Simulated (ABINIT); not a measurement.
# BaZrSe3 (P1): G0W0 in ABINIT against the bands in the self-energy, part 2 of 2

How does the gap of BaZrSe3 (P1) converge in the bands in the self-energy?

ABINIT 10.8.3; PBEsol and many-body steps on it, plane waves. Known limits of the many-body steps: not at the basis limit; exchange with frozen shells missing; no spin-orbit coupling; coarse k mesh.

So far. Step 2 (Screening, 2×2×2 mesh, 276 bands, screening to 176.9 eV): Local fields lower ε∞ by 21 %. On a Γ-centred mesh this coarse the value itself is usually too large, while a short band sum pulls it down. Step 5 (96 bands): The gap on the mesh goes from 0.16 eV to 1.57 eV, a correction of +1.41 eV.

### Step 6. 176 bands

Level of this step: G0W0 on PBEsol, plane waves, norm-conserving pseudopotentials (ABINIT).

run.abi reads:

```
acell 3*1.0 Angstrom
rprim 
  5.287383000000 -0.000000000000 -0.000000000000
  0.003576000000 5.296392000000 -0.000000000000
  0.007950000000 0.010054000000 5.309462000000
ntypat 3
znucl 56 40 34
natom 5
typat 1 2 3 3 3
xred 
  0.998643000000 0.998478000000 0.998673000000
  0.476578000000 0.490069000000 0.476727000000
  0.488317000000 0.998506000000 0.502693000000
  0.983845000000 0.511636000000 0.518540000000
  0.492614000000 0.501310000000 0.993370000000
pp_dirpath "pseudos"
pseudos "Ba.upf, Zr.upf, Se.upf"
ecut 39
ngkpt 2 2 2
nshiftk 1
shiftk 0 0 0
kptopt 1
chksymbreak 0
istwfk *1
occopt 1
irdwfk 1
optdriver 4
nband 176
gwcalctyp 0
ecutsigx 39
symsigma 1
nkptgw 2
kptgw 
  0.5000000000 0.5000000000 0.5000000000
  0.0000000000 0.0000000000 0.0000000000
bdgw 
  34 37
  34 37
ecuteps 6.5
irdscr 1
ppmodel 1
indata_prefix "in"
outdata_prefix "out"
tmpdata_prefix "tmp"
```

Started as:

```bash
> OMP_NUM_THREADS=1 mpirun -n 8 abinit run.abi > log
```

The program printed:

```text
.Version 10.8.3 of ABINIT. v10.8.2 released Aug 2026.

 Symmetries : space group P1 (#  1); Bravais aP (primitive triclinic)
[... echo of the input left out ...]
== DATASET  1 ==================================================================
-   mpi_nproc: 8, omp_nthreads: 1 (-1 if OMP is not activated)

--- !DatasetInfo
iteration_state: {dtset: 1, }
dimensions: {natom: 5, nkpt: 8, mband: 176, nsppol: 1, nspinor: 1, nspden: 1, mpw: 11685, }
cutoff_energies: {ecut:  39.0, pawecutdg:  -1.0, }
[...]
Band     E0 <VxcDFT>   SigX SigC(E0)      Z dSigC/dE  Sig(E)    E-E0       E
[...]
36   5.166 -12.570  -7.747  -3.950   0.783  -0.276 -11.886   0.684   5.850
       37   5.296 -12.656  -8.190  -3.716   0.784  -0.275 -12.068   0.588   5.884

== END DATASET(S) ==============================================================
================================================================================

 -outvars: echo values of variables after computation  --------
           etotal      0.0000000000E+00
            nband         176
             nkpt           8
          spgroup           1
 [... the other variables as echoed above ...]

 Calculation completed.
```

Run time: 37 s. Hardware: 8 MPI ranks of Arm Neoverse V2, shared host; peak memory 4.8 GiB; 4.9 min of CPU time.

This step gave:

```yaml
g0w0_gap_on_the_points_computed: 1.579 eV
starting_gap_on_the_mesh: 0.1573 eV
k_of_the_valence_top: 0.5, 0.5, 0.5
k_of_the_conduction_bottom: 0, 0, 0
least_direct_g0w0_gap_on_the_computed_points: 2.060 eV
```

Against the run before, the gap moves by +0.009 eV.

### Step 7. 276 bands

Edit run.abi of step 6 so:

```diff
@@ -27,3 +27,3 @@
 optdriver 4
-nband 176
+nband 276
 gwcalctyp 0
```

The program printed:

```text
.Version 10.8.3 of ABINIT. v10.8.2 released Aug 2026.

 Symmetries : space group P1 (#  1); Bravais aP (primitive triclinic)
[... echo of the input left out ...]
== DATASET  1 ==================================================================
-   mpi_nproc: 8, omp_nthreads: 1 (-1 if OMP is not activated)

--- !DatasetInfo
iteration_state: {dtset: 1, }
dimensions: {natom: 5, nkpt: 8, mband: 276, nsppol: 1, nspinor: 1, nspden: 1, mpw: 11685, }
cutoff_energies: {ecut:  39.0, pawecutdg:  -1.0, }
[...]
Band     E0 <VxcDFT>   SigX SigC(E0)      Z dSigC/dE  Sig(E)    E-E0       E
[...]
36   5.166 -12.570  -7.747  -4.132   0.782  -0.278 -12.029   0.541   5.706
       37   5.296 -12.656  -8.190  -3.898   0.783  -0.277 -12.212   0.445   5.740

== END DATASET(S) ==============================================================
================================================================================

 -outvars: echo values of variables after computation  --------
           etotal      0.0000000000E+00
            nband         276
             nkpt           8
          spgroup           1
 [... the other variables as echoed above ...]

 Calculation completed.
```

Run time: 56 s. Hardware: 8 MPI ranks; peak memory 5.7 GiB; 7.4 min of CPU time.

This step gave:

| Quantity | Value |
| --- | --- |
| G0W0 gap on the points computed | 1.576 eV |
| starting gap on the mesh | 0.1573 eV |
| k of the valence top | 0.5, 0.5, 0.5 |
| k of the conduction bottom | 0, 0, 0 |
| least direct G0W0 gap on the computed points | 2.064 eV |

Against the run before, the gap moves by −0.003 eV.

### Step 8. Side by side

Times are wall times on 8 MPI ranks of Arm Neoverse V2, shared host, good to a factor of about two. A run's time includes the screening step that it read.

| run | mesh | bands | screening cutoff (eV) | DFT gap (eV) | gap on the mesh (eV) | direct (eV) | ε∞ used | time |
| --- | --- | --- | --- | --- | --- | --- | --- | --- |
| 43 bands | 2×2×2 | 43 | 176.9 | 0.157 | 1.443 | 1.892 | 24.47 | 3.4 min |
| 56 bands | 2×2×2 | 56 | 176.9 | 0.157 | 1.384 | 1.900 | 24.47 | 3.4 min |
| 96 bands | 2×2×2 | 96 | 176.9 | 0.157 | 1.570 | 2.044 | 24.47 | 3.5 min |
| 176 bands | 2×2×2 | 176 | 176.9 | 0.157 | 1.579 | 2.060 | 24.47 | 3.8 min |
| 276 bands | 2×2×2 | 276 | 176.9 | 0.157 | 1.576 | 2.064 | 24.47 | 4.1 min |

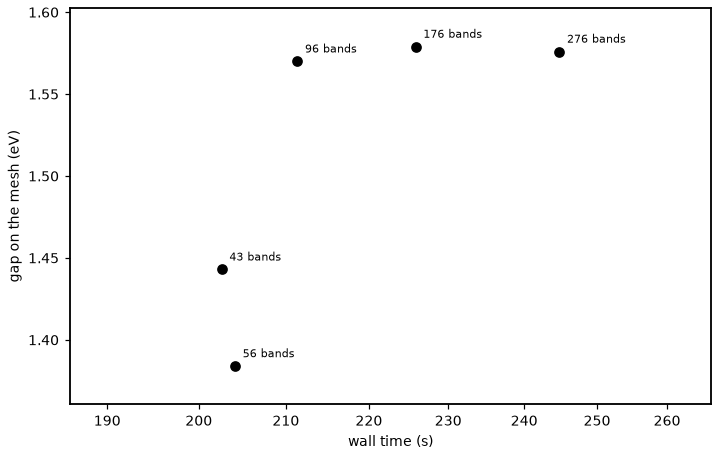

Result against wall time.

### Step 9. Summary of results

```yaml
43_bands: 1.443 eV
56_bands: 1.384 eV
96_bands: 1.570 eV
176_bands: 1.579 eV
276_bands: 1.576 eV
known_limits: not at the basis limit; exchange with frozen shells missing; no spin-orbit coupling; coarse k mesh
```

What this shows: The setting moved: bands in the self-energy. From 43 bands to 276 bands the gap moves by +0.13 eV, not steadily: it passes through 1.38 eV. It holds to 0.03 eV from 96 bands on. Bands and screening cutoff are coupled, so a series along one setting does not show full convergence. Bands and cutoff are finite, so the gap is not at the basis limit. The miss can reach some tenths of an eV and take either sign; the mesh is an error of its own. In the G0W0 runs levels were corrected at 2 k points alone, so a gap called «on the mesh» is the least over those, and an edge elsewhere would be missed. The 2×2×2 mesh is coarse for this cell, which bears on the long-range parts of exchange and screening. The norm-conserving file of at least one element keeps a d shell over frozen s and p shells of the same row. Exchange with those shells is missing from the self-energy, an error of 0.3 to 0.9 eV in cases checked, whose sign depends on which edge lies on those atoms. The many-body steps are scalar-relativistic: spin-orbit coupling is not in them.

[Paths, hosts, dates, memory and timing lines, banners, echoed tables and standing remarks are left out of the program output.]

[Logs are printed without paths, hosts, clocks, repeated set-up lines and the standing remarks that a program may print on its own settings, such as how far it seeks lower states.]

[Runs of the session that timed out or met a known fault of the program may be left out.]

[Hosts, paths, dates, database ids (printed as entryN), source tags and the programs' standing remarks are cut or masked in the printed files.]

[G0W0 gaps are taken among the corrected bands and points alone; a level outside them can change the order at an edge.]

[Where Ansatz stands beside ABINIT at settings called matched, ABINIT's density can come from a denser mesh and the files from another edition; pairs whose starting gaps differed by over 0.03 eV were left out, so agreement reads better than it is.]
